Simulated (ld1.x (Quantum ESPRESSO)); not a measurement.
# Zirconium: generating and testing a TM potential

Do these settings give a usable potential? It is generated, then checked for transferability, scattering, ghosts and hardness.

Program: ld1.x (Quantum ESPRESSO) 7.5. Reference atom: PBE, scalar-relativistic, spherical and spin-unpolarised. All values are calculated.

### 1 Settings

The settings as typed:

```json
{
 "element": "zirconium (Zr, Z = 40)",
 "type": "norm-conserving Troullier–Martins (Kleinman–Bylander form)",
 "frozen core": "[Kr]",
 "valence charge": "4",
 "reference configuration": "4d2 5s2 5p0",
 "partial waves": "5s (bound): rc 2.70 bohr; 5p (bound, empty): rc 4.20 bohr; 4f channel at -0.15 Ry: rc 3.90 bohr; 4d (bound): rc 1.70 bohr",
 "local potential": "the d channel",
 "core correction": "not asked for"
}
```

### 2 The generation run

Zr.in reads:

```
 &input
   title='Zr', zed=40., rel=1, dft='PBE', iswitch=3,
   config='[Kr] 4d2 4f-2 5s2 5p0',
   nld=4, rlderiv=4.55, eminld=-2.0, emaxld=5.0, deld=0.02
 /
 &inputp
   pseudotype=2, tm=.true., lloc=2,
   nlcc=.false.,
   file_pseudopw='Zr.UPF', file_wfcaegen='ae.wfc', file_wfcncgen='nc.wfc', file_beta='beta', file_chi='chi'
 /
4
5S  1  0   2.00   0.00  2.70  2.70  0.0
5P  2  1   0.00   0.00  4.20  4.20  0.0
4F  4  3  -2.00  -0.15  3.90  3.90  0.0
4D  3  2   2.00   0.00  1.70  1.70  0.0
 &test
   configts(1)='4d2 5s2 5p0'
 /
```

Command:

```console
ld1.x < Zr.in > Zr.out
```

The output, Zr.out (without the banner and most projector matrices):

```text
     Program LD1 v.7.5
     --------------------------- All-electron run ----------------------------

     Zr
     scalar relativistic calculation

     atomic number is 40.00
     dft =PBE   lsd =0 sic =0 latt =0  beta=0.20 tr2=1.0E-14
     Exchange-correlation= PBE
                           (   1   4   3   4   0   0   0)
     mesh =1225 r(mesh) = 100.59681 a.u. xmin = -7.00 dx = 0.01250
     1 Ry =  13.60569312 eV, c = 137.03599908

     n l     nl                  e(Ry)          e(Ha)          e(eV)
     1 0     1S 1( 2.00)     -1310.1237      -655.0619    -17825.1411
     2 0     2S 1( 2.00)      -181.5303       -90.7651     -2469.8452
     2 1     2P 1( 6.00)      -161.8775       -80.9388     -2202.4559
     3 0     3S 1( 2.00)       -29.7501       -14.8750      -404.7707
     3 1     3P 1( 6.00)       -23.3474       -11.6737      -317.6579
     4 0     4S 1( 2.00)        -4.0060        -2.0030       -54.5045
     4 1     4P 1( 6.00)        -2.3859        -1.1929       -32.4614
     3 2     3D 1(10.00)       -12.8408        -6.4204      -174.7080
     4 2     4D 1( 2.00)        -0.2645        -0.1323        -3.5989
     5 0     5S 1( 2.00)        -0.3263        -0.1631        -4.4392
     5 1     5P 1( 0.00)        -0.1080        -0.0540        -1.4693

     final scf error:  3.8E-15 reached in  25 iterations

     Etot =   -7197.066779 Ry,   -3598.533389 Ha,  -97921.081979 eV

     Ekin =    7400.180090 Ry,    3700.090045 Ha,  100684.579354 eV
     Encl =  -17329.433663 Ry,   -8664.716831 Ha, -235778.956414 eV
     Eh   =    2959.970718 Ry,    1479.985359 Ha,   40272.453242 eV
     Exc  =    -227.783923 Ry,    -113.891962 Ha,   -3099.158161 eV

     normalization and overlap integrals

     s(1S/1S) =  1.000000  <r> =   0.0371  <r2> =    0.0019  r(max) =   0.0241
     s(2S/2S) =  1.000000  <r> =   0.1626  <r2> =    0.0312  r(max) =   0.1368
     s(2P/2P) =  1.000000  <r> =   0.1417  <r2> =    0.0245  r(max) =   0.1093
     s(3S/3S) =  1.000000  <r> =   0.4585  <r2> =    0.2410  r(max) =   0.4060
     s(3P/3P) =  1.000000  <r> =   0.4621  <r2> =    0.2489  r(max) =   0.4010
     s(4S/4S) =  1.000000  <r> =   1.2129  <r2> =    1.6687  r(max) =   1.0764
     s(4P/4P) =  1.000000  <r> =   1.3687  <r2> =    2.1516  r(max) =   1.1748
     s(3D/3D) =  1.000000  <r> =   0.4525  <r2> =    0.2477  r(max) =   0.3495
     s(4D/4D) =  1.000000  <r> =   2.2977  <r2> =    6.6283  r(max) =   1.5859
     s(5S/5S) =  1.000000  <r> =   3.7281  <r2> =   15.8828  r(max) =   3.1538
     s(5P/5P) =  1.000000  <r> =   5.1644  <r2> =   31.0604  r(max) =   4.1521

     ------------------------ End of All-electron run ------------------------

     --------------------- Generating NC pseudopotential ---------------------

      Generating local pot.: lloc=2, matching radius rcloc =   1.7000

      Wfc   5S  rcut= 2.681  Using Troullier-Martins method

      Wfc   5P  rcut= 4.204  Using Troullier-Martins method

      Wfc   4F  rcut= 3.901  Using Troullier-Martins method

     ------------------- End of pseudopotential generation -------------------

     [... the all-electron block is printed once more ...]


     Computing logarithmic derivative in   4.56031
     Computing logarithmic derivative in   4.56031
     Computing the partial wave expansion
     R is outside the sphere for l=    0 j= 0.00
     R is outside the sphere for l=    1 j= 0.00
       no projector for channel:   2
     R is outside the sphere for l=    3 j= 0.00

     ---------------------- Testing the pseudopotential ----------------------

     Zr
     scalar relativistic calculation

     atomic number is 40.00   valence charge is  4.00
     dft =PBE   lsd =0 sic =0 latt =0  beta=0.20 tr2=1.0E-14
     mesh =1225 r(mesh) = 100.59681 xmin = -7.00 dx = 0.01250

     n l     nl             e AE (Ry)        e PS (Ry)    De AE-PS (Ry)
     3 2     4D   1( 2.00)       -0.26451       -0.26451       -0.00001
     1 0     5S   1( 2.00)       -0.32628       -0.32628        0.00000
     2 1     5P   1( 0.00)       -0.10799       -0.10799        0.00000

     eps = 7.8E-15  iter = 16

     Etot =   -7197.066779 Ry,   -3598.533389 Ha,  -97921.081979 eV
     Etotps =    -5.525911 Ry,      -2.762955 Ha,     -75.183846 eV

     Ekin =       5.775861 Ry,       2.887931 Ha,      78.584598 eV
     Encl =     -15.163387 Ry,      -7.581694 Ha,    -206.308391 eV
     Ehrt =       4.820374 Ry,       2.410187 Ha,      65.584534 eV
     Ecxc =      -1.623256 Ry,      -0.811628 Ha,     -22.085526 eV
     Epseu=       0.664497 Ry,       0.332248 Ha,       9.040940 eV

     ---------------------- End of pseudopotential test ----------------------
```

Run time: 1.7 s. Hardware: 1 thread of Neoverse-V1, shared host. This counts the later configuration tests of the new file too.

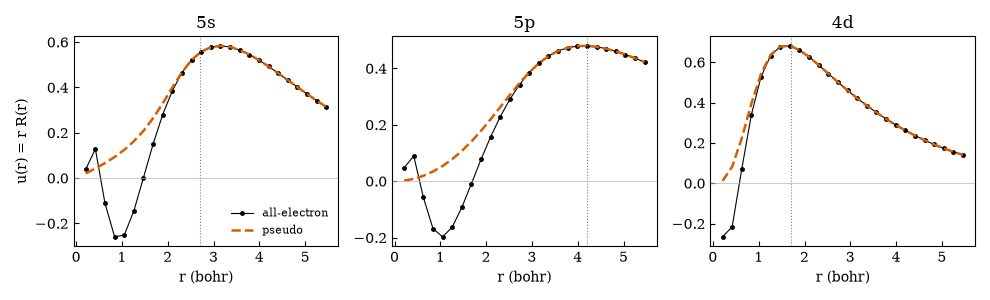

Bound waves of the atom and their pseudo partners (5s, 5p, 4d), with the matching radii dotted. The curves join 26 sampled radii, too few to resolve the innermost nodes.

### 3 Transferability test

Zr.test.in reads:

```
 &input
   title='Zr', zed=40., rel=1, dft='PBE', iswitch=2,
   config='[Kr] 4d2 4f-2 5s2 5p0'
 /
 &test
   file_pseudo='Zr.UPF', nconf=8,
   configts(1)='4d2 5s2 5p0',
   configts(2)='4d2 5s1 5p0',
   configts(3)='4d2 5s0 5p0',
   configts(4)='4d1 5s0 5p0',
   configts(5)='4d1 5s2 5p0',
   configts(6)='4d2 5s0 5p1',
   configts(7)='4d2.5 5s1.5 5p0',
   configts(8)='4d2 5s0 5p2'
 /
```

Command:

```console
ld1.x < Zr.test.in > Zr.test.out
```

Zr.test.out, the pseudopotential blocks, each with the warnings that came before it:

```text
     ---------------------- Testing the pseudopotential ----------------------

     Zr
     scalar relativistic calculation

     atomic number is 40.00   valence charge is  4.00
     dft =PBE   lsd =0 sic =0 latt =0  beta=0.20 tr2=1.0E-14
     mesh =1225 r(mesh) = 100.59681 xmin = -7.00 dx = 0.01250

     n l     nl             e AE (Ry)        e PS (Ry)    De AE-PS (Ry)
     3 2     4D   1( 2.00)       -0.26451       -0.26451       -0.00001
     1 0     5S   1( 2.00)       -0.32628       -0.32628        0.00000
     2 1     5P   1( 0.00)       -0.10799       -0.10799        0.00000

     eps = 2.9E-15  iter = 16

     Etot =   -7197.066779 Ry,   -3598.533389 Ha,  -97921.081979 eV
     Etotps =    -5.525911 Ry,      -2.762955 Ha,     -75.183846 eV

     Ekin =       5.775861 Ry,       2.887931 Ha,      78.584598 eV
     Encl =     -15.163387 Ry,      -7.581694 Ha,    -206.308391 eV
     Ehrt =       4.820374 Ry,       2.410187 Ha,      65.584534 eV
     Ecxc =      -1.623256 Ry,      -0.811628 Ha,     -22.085526 eV
     Epseu=       0.664497 Ry,       0.332248 Ha,       9.040940 eV

     ---------------------- End of pseudopotential test ----------------------

     Warning: n=2, l=1 expected 0 nodes, found 1
     ---------------------- Testing the pseudopotential ----------------------

     Zr
     [...]
     n l     nl             e AE (Ry)        e PS (Ry)    De AE-PS (Ry)
     3 2     4D   1( 2.00)       -0.73368       -0.73328       -0.00040
     1 0     5S   1( 1.00)       -0.73090       -0.72862       -0.00228
     2 1     5P   1( 0.00)       -0.46021       -0.46021        0.00000

     eps = 5.5E-15  iter = 32

     Etot =   -7196.542213 Ry,   -3598.271106 Ha,  -97913.944892 eV
     Etotps =    -5.001858 Ry,      -2.500929 Ha,     -68.053744 eV
     dEtot_ae =       0.524566 Ry
     dEtot_ps =       0.524053 Ry,   Delta E=       0.000513 Ry

     [...]
     ---------------------- End of pseudopotential test ----------------------

     ---------------------- Testing the pseudopotential ----------------------

     Zr
     [...]
     n l     nl             e AE (Ry)        e PS (Ry)    De AE-PS (Ry)
     3 2     4D   1( 2.00)       -1.27152       -1.26206       -0.00946  !
     1 0     5S   1( 0.00)       -1.17881       -1.15346       -0.02534  !
     2 1     5P   1( 0.00)       -0.85757       -1.04786        0.19029  !

     eps = 9.7E-15  iter =  7

     Etot =   -7195.591120 Ry,   -3597.795560 Ha,  -97901.004620 eV
     Etotps =    -4.061495 Ry,      -2.030747 Ha,     -55.259450 eV
     dEtot_ae =       1.475659 Ry
     dEtot_ps =       1.464416 Ry,   Delta E=       0.011243 Ry

     [...]
     ---------------------- End of pseudopotential test ----------------------

     Warning: n=1, l=0 expected 0 nodes, found 1
     ---------------------- Testing the pseudopotential ----------------------

     Zr
     [...]
     n l     nl             e AE (Ry)        e PS (Ry)    De AE-PS (Ry)
     3 2     4D   1( 1.00)       -2.07285       -2.04322       -0.02964  !
     1 0     5S   1( 0.00)       -1.78561       -1.81716        0.03154  !
     2 1     5P   1( 0.00)       -1.39421       -1.39421        0.00000

     eps = 4.4E-17  iter =  9

     Etot =   -7193.928092 Ry,   -3596.964046 Ha,  -97878.377969 eV
     Etotps =    -2.414416 Ry,      -1.207208 Ha,     -32.849804 eV
     dEtot_ae =       3.138687 Ry
     dEtot_ps =       3.111495 Ry,   Delta E=       0.027192 Ry

     [...]
     ---------------------- End of pseudopotential test ----------------------

     ---------------------- Testing the pseudopotential ----------------------

     Zr
     [...]
     n l     nl             e AE (Ry)        e PS (Ry)    De AE-PS (Ry)
     3 2     4D   1( 1.00)       -0.88850       -0.87884       -0.00966  !
     1 0     5S   1( 2.00)       -0.81192       -0.81140       -0.00051
     2 1     5P   1( 0.00)       -0.51719       -0.64079        0.12360  !

     eps = 3.8E-16  iter = 19

     Etot =   -7196.503510 Ry,   -3598.251755 Ha,  -97913.418318 eV
     Etotps =    -4.965618 Ry,      -2.482809 Ha,     -67.560676 eV
     dEtot_ae =       0.563269 Ry
     dEtot_ps =       0.560293 Ry,   Delta E=       0.002976 Ry

     [...]
     ---------------------- End of pseudopotential test ----------------------

     BEWARE! Errors in PS-KS equations
     ---------------------- Testing the pseudopotential ----------------------

     Zr
     [...]
     n l     nl             e AE (Ry)        e PS (Ry)    De AE-PS (Ry)
     3 2     4D   1( 2.00)       -0.80483       -1.26206        0.45723  !
     1 0     5S   1( 0.00)       -0.77878       -1.01242        0.23363  !
     2 1     5P   1( 1.00)       -0.50340       -0.57916        0.07576  !

     eps = 6.2E-15  iter = 45

     Etot =   -7196.269130 Ry,   -3598.134565 Ha,  -97910.229412 eV
     Etotps =    -4.640655 Ry,      -2.320328 Ha,     -63.139328 eV
     dEtot_ae =       0.797649 Ry
     dEtot_ps =       0.885256 Ry,   Delta E=      -0.087607 Ry

     [...]
     ---------------------- End of pseudopotential test ----------------------

     ---------------------- Testing the pseudopotential ----------------------

     Zr
     [...]
     n l     nl             e AE (Ry)        e PS (Ry)    De AE-PS (Ry)
     3 2     4D   1( 2.50)       -0.21388       -0.21383       -0.00005
     1 0     5S   1( 1.50)       -0.30267       -0.30248       -0.00019
     2 1     5P   1( 0.00)       -0.09608       -0.09662        0.00054

     eps = 3.1E-15  iter = 27

     Etot =   -7197.029014 Ry,   -3598.514507 Ha,  -97920.568163 eV
     Etotps =    -5.488139 Ry,      -2.744070 Ha,     -74.669941 eV
     dEtot_ae =       0.037765 Ry
     dEtot_ps =       0.037771 Ry,   Delta E=      -0.000006 Ry

     [...]
     ---------------------- End of pseudopotential test ----------------------

     ---------------------- Testing the pseudopotential ----------------------

     Zr
     [...]
     n l     nl             e AE (Ry)        e PS (Ry)    De AE-PS (Ry)
     3 2     4D   1( 2.00)       -0.41200       -0.41617        0.00417
     1 0     5S   1( 0.00)       -0.42378       -0.42162       -0.00216
     2 1     5P   1( 2.00)       -0.18633       -0.18584       -0.00049

     eps = 6.6E-15  iter = 14

     Etot =   -7196.610065 Ry,   -3598.305033 Ha,  -97914.868074 eV
     Etotps =    -5.070401 Ry,      -2.535201 Ha,     -68.986326 eV
     dEtot_ae =       0.456714 Ry
     dEtot_ps =       0.455509 Ry,   Delta E=       0.001204 Ry

     [...]
     ---------------------- End of pseudopotential test ----------------------
```

1 test gave no usable energy difference (4d2 5s0 5p1).

Energies count from the reference configuration 4d2 5s2 5p0; the error is all-electron less pseudo. A star marks tests that logged a warning.

```csv
valence configuration,charge,ΔE all-electron (eV),error AE − PS (meV)
4d2 5s1 5p0 *,+1,7.137,+7.0
4d2 5s0 5p0,+2,20.077,+153
4d1 5s0 5p0 *,+3,42.704,+370
4d1 5s2 5p0,+1,7.664,+40
4d2.5 5s1.5 5p0,0,0.514,-0.1
4d2 5s0 5p2,0,6.214,+16
```

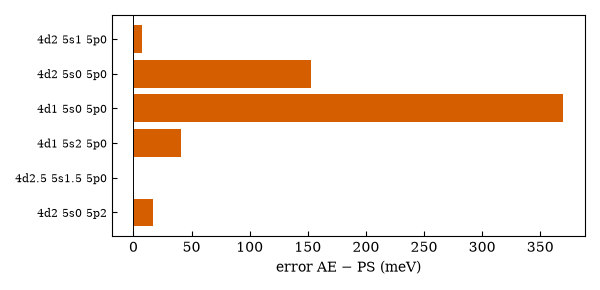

Error of the potential in each test configuration.

### 4 Scattering by logarithmic derivatives

Taken from the files of the generation run. The phase is arctan(r·u′/u) with u = r·R, unwrapped, with energies in Ry. A pole is an energy at which the radial function vanishes at the test radius. The pseudo phase is shifted by a multiple of π to meet the all-electron one at the reference energy. Levels narrower than the energy grid can be missing from the poles. The last column is the largest difference on the grid between −1 and +1 Ry.

| channel | radius (bohr) | reference (Ry) | poles AE | poles PS | window around the reference with phases within 0.05 rad (Ry) | largest difference near zero (rad) |
| --- | --- | --- | --- | --- | --- | --- |
| s | 4.56 | -0.33 | 0.00, 2.54 | -0.00, 2.00, 4.21 | below 0.7 | 0.193 |
| p | 4.56 | -0.11 | 0.49, 3.17 | -1.25, 0.49, 2.81 | -1.2 to 1.2 | 0.009 |
| d | 4.56 | -0.26 | -0.20, 1.51, 4.40 | -0.20, 1.50, 4.39 | the whole range | 0.001 |
| f | 4.56 | -0.15 | 1.28, 3.10 | 1.32, 2.78, 4.70 | below 1.7 | 0.020 |

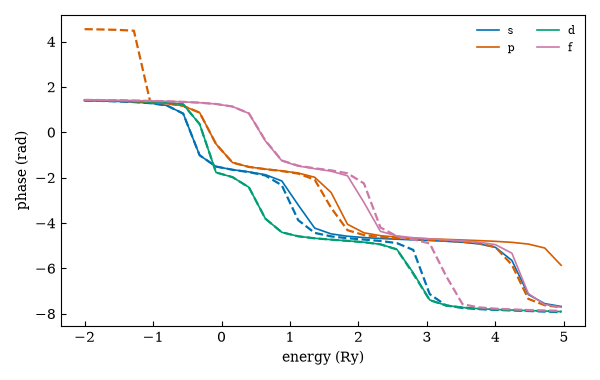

All-electron (solid) and pseudo (dashed) phases against energy.

### 5 Cutoff and ghost test in a Bessel basis

This step uses the generator's waves and projectors in a separate script. Basis: spherical Bessel functions vanishing at 20 bohr, q² up to the cutoff; potential fixed at the reference.

All-electron valence levels (Ry): 5s -0.3263, 5p -0.1080, 4d -0.2645. The lowest levels of each channel (Ry) by cutoff; the last column sums, over occupied levels, occupation times the distance from the level at 400 Ry. A positive value at high cutoff is not a bound level.

```tsv
cutoff (Ry)	s #1	s #2	p #1	p #2	f #1	d #1	Σ f·Δε (mRy)
8	-3.2010	-0.3242	-0.1080	0.0435	0.1010	-0.0807	371.7
10	-3.7819	-0.3255	-0.2812	-0.1080	0.1010	-0.1221	286.3
12	-4.1457	-0.3260	-0.6097	-0.1080	0.1010	-0.1619	205.9
18	-4.4879	-0.3261	-1.0707	-0.1080	0.1010	-0.2312	66.9
21	-4.5239	-0.3262	-1.1544	-0.1080	0.1010	-0.2457	37.7
25	-4.5410	-0.3262	-1.2187	-0.1080	0.1010	-0.2546	19.8
30	-4.5514	-0.3262	-1.2420	-0.1080	0.1010	-0.2613	6.5
40	-4.5544	-0.3263	-1.2497	-0.1080	0.1010	-0.2643	0.4
45	-4.5544	-0.3263	-1.2500	-0.1080	0.1010	-0.2645	0.1
50	-4.5547	-0.3263	-1.2500	-0.1080	0.1010	-0.2645	0.1
400	-4.5552	-0.3263	-1.2503	-0.1080	0.1010	-0.2645	0.0
```

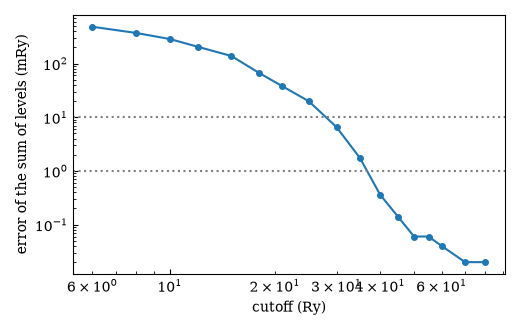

Occupation-weighted error of the valence levels against the cutoff; the dotted lines mark 10 and 1 mRy.

The sum stays within 10 mRy from 30 Ry and within 1 mRy from 40 Ry. The sum leaves out empty levels, which can need more. Ghost test: ghost states, bound below the all-electron valence or empty levels of the same l: s at -62.0 eV, p at -17.0 eV.

### 6 Results

| quantity | value |
| --- | --- |
| cutoffs for 10 and 1 mRy, occupied levels | 30 Ry and 40 Ry |
| bound ghosts | s at -61.98 eV, p at -17.01 eV |
| largest test error (AE − PS) | +370 meV, for 4d1 5s0 5p0 (one of 3 tests with a warning) (1 test unsolved) |
| largest phase difference near zero energy, channels read | 0.193 rad |

**Reading.** A bound ghost (s, p) makes it unfit for use: electrons can fall into a state that the atom doesn't have. The worst unpolarised test, 4d1 5s0 5p0, is off by 370 meV on 42.7 eV; by total energies transferability rates as poor. Of the tests 1 gave no usable energy difference, which is a warning in itself. It counts as soft on the atom at that tolerance, with 30 Ry needed at the looser tolerance. The slowest occupied level is 4d: taken alone it needs 35 Ry to come within 1 mRy, against 10 Ry for 5s. Of the channels read, s scatters worst near zero energy, by up to 0.19 rad. The pseudo curves have a pole with no partner nearby in the atom's: p at -1.25 Ry. These are tests on the free atom; a crystal test is still owed.
